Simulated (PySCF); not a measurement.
# BH2F (SMILES [H]B([H])F) at wB97X-V/STO-6G

What is the energy change on altering one bond length of BH2F at wB97X-V/STO-6G? Input form: a Python script.

The results are computed with PySCF 2.14.0.

9 further runs of the same task are left out: 9 set aside as unsound or not needed.

### Step 1. The structure to begin with

BH2F has 4 atoms, charge 0, and is taken as a singlet. As SMILES, `[H]B([H])F`. Geometry: relaxed at GFN2-xTB.

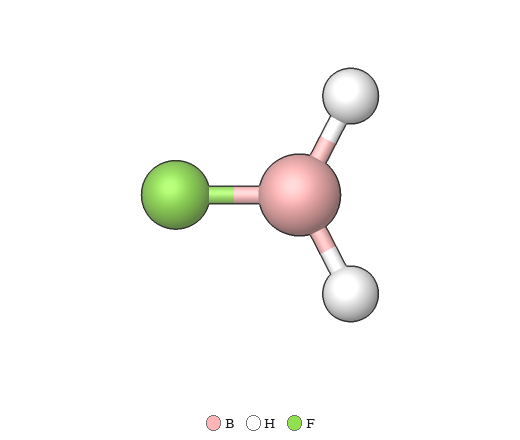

The structure, seen from a chosen angle (boron pink, hydrogen white, fluorine green).

### Step 2. The energy at wB97X-V/STO-6G

Contents of input.py:

```python
from pyscf import gto, dft

mol = gto.M(
    atom=[
    ('B', (0.029990, 0.049200, 0.000600)),
    ('H', (1.198420, -0.033970, 0.015630)),
    ('H', (-0.578270, 1.050180, -0.019450)),
    ('F', (-0.650140, -1.065400, 0.003230)),
],
    verbose=4,
    max_memory=1860,
    basis='sto-6g',
    spin=0,
)

myscf = dft.RKS(mol)
myscf.xc = 'wb97x-v'
myscf.nlcgrids.level = 1
myscf.grids.level = 5
myscf.conv_tol = 1e-10
myscf.kernel()
if not myscf.converged:
    myscf = myscf.newton().run(myscf.mo_coeff, myscf.mo_occ)

energy = myscf.e_tot
print('E = %.10f Eh' % energy)
```

Run with:

```
$ OMP_NUM_THREADS=1 python input.py
```

The program printed:

```text
PySCF version 2.14.0

[INPUT] num. atoms = 4
[INPUT] num. electrons = 16
[INPUT] charge = 0
[INPUT] spin (= nelec alpha-beta = 2S) = 0
[INPUT] symmetry False subgroup None
[INPUT] Mole.unit = angstrom
[INPUT] Symbol           X                Y                Z      unit          X                Y                Z       unit  Magmom
[INPUT]  1 B      0.029990000000   0.049200000000   0.000600000000 AA    0.056672886476   0.092974525329   0.001133835675 Bohr   0.0
[INPUT]  2 H      1.198420000000  -0.033970000000   0.015630000000 AA    2.264685582201  -0.064193996451   0.029536419327 Bohr   0.0
[INPUT]  3 H     -0.578270000000   1.050180000000  -0.019450000000 AA   -1.092771926052   1.984552581496  -0.036755173123 Bohr   0.0
[INPUT]  4 F     -0.650140000000  -1.065400000000   0.003230000000 AA   -1.228586542625  -2.013314213112   0.006103815382 Bohr   0.0

nuclear repulsion = 27.5083481838548
number of shells = 8
number of NR pGTOs = 72
number of NR cGTOs = 12
basis = sto-6g
ecp = {}

******** <class 'pyscf.dft.rks.RKS'> ********
method = RKS
initial guess = minao
damping factor = 0
level_shift factor = 0
DIIS = <class 'pyscf.scf.diis.CDIIS'>
diis_start_cycle = 1
diis_space = 8
diis_damp = 0
SCF conv_tol = 1e-10
SCF conv_tol_grad = None
SCF max_cycles = 50
direct_scf = True
direct_scf_tol = 1e-13
XC library pyscf.dft.libxc version 7.0.0
    S. Lehtola, C. Steigemann, M. J.T. Oliveira, and M. A.L. Marques.,  SoftwareX 7, 1–5 (2018)
XC functionals = wb97x-v
    N. Mardirossian and M. Head-Gordon.,  Phys. Chem. Chem. Phys. 16, 9904-9924 (2014)
radial grids:
    Treutler-Ahlrichs [JCP 102, 346 (1995); DOI:10.1063/1.469408] (M4) radial grids

becke partition: Becke, JCP 88, 2547 (1988); DOI:10.1063/1.454033
pruning grids: <function nwchem_prune>
grids dens level: 5
symmetrized grids: False
atomic radii adjust function: <function treutler_atomic_radii_adjust>
** Following is NLC and NLC Grids **
NLC functional = wb97x-v
radial grids:
    Treutler-Ahlrichs [JCP 102, 346 (1995); DOI:10.1063/1.469408] (M4) radial grids

becke partition: Becke, JCP 88, 2547 (1988); DOI:10.1063/1.454033
pruning grids: <function nwchem_prune>
grids dens level: 1
symmetrized grids: False
atomic radii adjust function: <function treutler_atomic_radii_adjust>
small_rho_cutoff = 0
Set gradient conv threshold to 1e-05
Initial guess from minao.
tot grids = 134120
tot grids = 15424
init E= -125.286906247723
  HOMO = -0.320126435981298  LUMO = 0.0837623138780548  gap/eV = 10.99037
cycle= 1 E= -125.25628383406  delta_E= 0.0306  |g|= 0.388  |ddm|= 2.07
  HOMO = -0.231027783176247  LUMO = 0.160496435657655  gap/eV = 10.65392
cycle= 2 E= -125.28998820411  delta_E= -0.0337  |g|= 0.341  |ddm|= 0.925
  HOMO = -0.333167131100844  LUMO = 0.17635442913546  gap/eV = 13.86479
cycle= 3 E= -125.322854476393  delta_E= -0.0329  |g|= 0.0167  |ddm|= 0.37
  HOMO = -0.333940360184319  LUMO = 0.186117954168856  gap/eV = 14.15151
cycle= 4 E= -125.323011308907  delta_E= -0.000157  |g|= 0.00221  |ddm|= 0.0373
  HOMO = -0.334516808978507  LUMO = 0.184377211030319  gap/eV = 14.11983
cycle= 5 E= -125.323013874596  delta_E= -2.57e-06  |g|= 0.000346  |ddm|= 0.00514
  HOMO = -0.334451520038974  LUMO = 0.184432415452041  gap/eV = 14.11955
cycle= 6 E= -125.323013961838  delta_E= -8.72e-08  |g|= 8.43e-05  |ddm|= 0.000912
  HOMO = -0.334485835678465  LUMO = 0.184441888997353  gap/eV = 14.12074
cycle= 7 E= -125.323013965757  delta_E= -3.92e-09  |g|= 2.64e-05  |ddm|= 0.00016
  HOMO = -0.334493199148689  LUMO = 0.184445718239733  gap/eV = 14.12105
cycle= 8 E= -125.323013966144  delta_E= -3.88e-10  |g|= 8.13e-07  |ddm|= 6.26e-05
  HOMO = -0.334493488807439  LUMO = 0.184445795167516  gap/eV = 14.12106
cycle= 9 E= -125.323013966145  delta_E= -3.98e-13  |g|= 1.1e-07  |ddm|= 2.63e-06
  HOMO = -0.334493423893736  LUMO = 0.184445776381308  gap/eV = 14.12105
Extra cycle  E= -125.323013966145  delta_E= -1.14e-13  |g|= 3.52e-08  |ddm|= 1.93e-07
converged SCF energy = -125.323013966145
E = -125.3230139661 Eh
```

It took 11 s on 1 thread of Intel Xeon Platinum 8488C (Sapphire Rapids), shared host; peak memory 0.17 GiB.

### Step 3. The distorted shape

Contents of input.py:

```python
from pyscf import gto, dft

molecule = gto.Mole()
molecule.atom = [
    ('B', (0.151660, -0.151026, 0.004611)),
    ('H', (1.320090, -0.234196, 0.019641)),
    ('H', (-0.578270, 1.050180, -0.019450)),
    ('F', (-0.528470, -1.265626, 0.007241)),
]
molecule.max_memory = 1860
molecule.verbose = 4
molecule.basis = 'sto-6g'
molecule.spin = 0
molecule.charge = 0
molecule.build()

mf = dft.RKS(molecule, xc='wb97x-v')
mf.grids.level = 5
mf.nlcgrids.level = 1
mf.conv_tol = 1e-10
mf.kernel()
if not mf.converged:
    mf = mf.newton().run(mf.mo_coeff, mf.mo_occ)

e_final = mf.e_tot
print('E = %.10f Eh' % e_final)
```

Run with:

```
$ OMP_NUM_THREADS=1 python input.py
```

The program printed:

```text
PySCF version 2.14.0

[INPUT] num. atoms = 4
[INPUT] num. electrons = 16
[INPUT] charge = 0
[INPUT] spin (= nelec alpha-beta = 2S) = 0
[INPUT] symmetry False subgroup None
[INPUT] Mole.unit = angstrom
[INPUT] Symbol           X                Y                Z      unit          X                Y                Z       unit  Magmom
[INPUT]  1 B      0.151660000000  -0.151026000000   0.004611000000 AA    0.286595864052  -0.285397777689   0.008713527160 Bohr   0.0
[INPUT]  2 H      1.320090000000  -0.234196000000   0.019641000000 AA    2.494608559777  -0.442566299469   0.037116110813 Bohr   0.0
[INPUT]  3 H     -0.578270000000   1.050180000000  -0.019450000000 AA   -1.092771926052   1.984552581496  -0.036755173123 Bohr   0.0
[INPUT]  4 F     -0.528470000000  -1.265626000000   0.007241000000 AA   -0.998663565049  -2.391686516129   0.013683506868 Bohr   0.0

nuclear repulsion = 26.9146750770515
number of shells = 8
number of NR pGTOs = 72
number of NR cGTOs = 12
basis = sto-6g
ecp = {}

******** <class 'pyscf.dft.rks.RKS'> ********
method = RKS
initial guess = minao
damping factor = 0
level_shift factor = 0
DIIS = <class 'pyscf.scf.diis.CDIIS'>
diis_start_cycle = 1
diis_space = 8
diis_damp = 0
SCF conv_tol = 1e-10
SCF conv_tol_grad = None
SCF max_cycles = 50
direct_scf = True
direct_scf_tol = 1e-13
XC library pyscf.dft.libxc version 7.0.0
    S. Lehtola, C. Steigemann, M. J.T. Oliveira, and M. A.L. Marques.,  SoftwareX 7, 1–5 (2018)
XC functionals = wb97x-v
    N. Mardirossian and M. Head-Gordon.,  Phys. Chem. Chem. Phys. 16, 9904-9924 (2014)
radial grids:
    Treutler-Ahlrichs [JCP 102, 346 (1995); DOI:10.1063/1.469408] (M4) radial grids

becke partition: Becke, JCP 88, 2547 (1988); DOI:10.1063/1.454033
pruning grids: <function nwchem_prune>
grids dens level: 5
symmetrized grids: False
atomic radii adjust function: <function treutler_atomic_radii_adjust>
** Following is NLC and NLC Grids **
NLC functional = wb97x-v
radial grids:
    Treutler-Ahlrichs [JCP 102, 346 (1995); DOI:10.1063/1.469408] (M4) radial grids

becke partition: Becke, JCP 88, 2547 (1988); DOI:10.1063/1.454033
pruning grids: <function nwchem_prune>
grids dens level: 1
symmetrized grids: False
atomic radii adjust function: <function treutler_atomic_radii_adjust>
small_rho_cutoff = 0
Set gradient conv threshold to 1e-05
[... 1 set-up line as earlier in the session ...]
tot grids = 134120
tot grids = 15424
init E= -125.181694866291
  HOMO = -0.298375473319883  LUMO = 0.0914324168026428  gap/eV = 10.60721
cycle= 1 E= -125.232321852023  delta_E= -0.0506  |g|= 0.392  |ddm|= 2.06
  HOMO = -0.237063754872153  LUMO = 0.156076352274277  gap/eV = 10.69789
cycle= 2 E= -125.265814535574  delta_E= -0.0335  |g|= 0.35  |ddm|= 0.931
  HOMO = -0.322434174042487  LUMO = 0.176511772383252  gap/eV = 13.57701
cycle= 3 E= -125.300626031315  delta_E= -0.0348  |g|= 0.018  |ddm|= 0.377
  HOMO = -0.322715242290045  LUMO = 0.187758292210449  gap/eV = 13.89069
cycle= 4 E= -125.300827027615  delta_E= -0.000201  |g|= 0.00302  |ddm|= 0.0413
  HOMO = -0.323433560952792  LUMO = 0.185421753529443  gap/eV = 13.84666
cycle= 5 E= -125.300832492354  delta_E= -5.46e-06  |g|= 0.000464  |ddm|= 0.00734
  HOMO = -0.323331395616  LUMO = 0.185480495226812  gap/eV = 13.84548
cycle= 6 E= -125.300832652314  delta_E= -1.6e-07  |g|= 0.000104  |ddm|= 0.0012
  HOMO = -0.323370076069446  LUMO = 0.185492572034863  gap/eV = 13.84686
cycle= 7 E= -125.300832658989  delta_E= -6.68e-09  |g|= 3.31e-05  |ddm|= 0.00022
  HOMO = -0.323377981686554  LUMO = 0.185496503386265  gap/eV = 13.84718
cycle= 8 E= -125.300832659597  delta_E= -6.08e-10  |g|= 1.81e-06  |ddm|= 7.66e-05
  HOMO = -0.323378492646449  LUMO = 0.185496681451951  gap/eV = 13.84720
cycle= 9 E= -125.300832659599  delta_E= -2.19e-12  |g|= 1.23e-07  |ddm|= 4.93e-06
  HOMO = -0.323378471115569  LUMO = 0.185496688925464  gap/eV = 13.84720
Extra cycle  E= -125.300832659599  delta_E= -5.68e-14  |g|= 3.52e-08  |ddm|= 2.92e-07
converged SCF energy = -125.300832659599
E = -125.3008326596 Eh
```

Wall time 11 s (1 thread of Intel Xeon Platinum 8488C (Sapphire Rapids), shared host); peak memory 0.17 GiB.

### Step 4. Results

Level: wB97X-V/STO-6G.

| quantity | value |
| --- | --- |
| first shape: total energy | -125.32301 Eh |
| first shape: dipole moment | 0.28 D |
| first shape: HOMO energy | -9.10 eV |
| first shape: LUMO energy | 5.02 eV |
| first shape: HOMO–LUMO gap | 14.12 eV |
| distorted shape: total energy | -125.30083 Eh |
| distorted shape: dipole moment | 0.39 D |
| distorted shape: HOMO energy | -8.80 eV |
| distorted shape: LUMO energy | 5.05 eV |
| distorted shape: HOMO–LUMO gap | 13.85 eV |
| energy change with the B1–H3 bond stretched from 1.171 to 1.406 Å | 0.604 eV |

**Reading.** With the B1–H3 bond stretched from 1.171 to 1.406 Å the energy rises by 0.60 eV (13.9 kcal/mol). The first shape isn't relaxed at this level, so the change isn't measured from a minimum. The minimal basis adds a large error of its own. Mulliken charges (distorted shape) run from -0.09 on F4 to +0.24 on B1; they depend strongly on the basis.
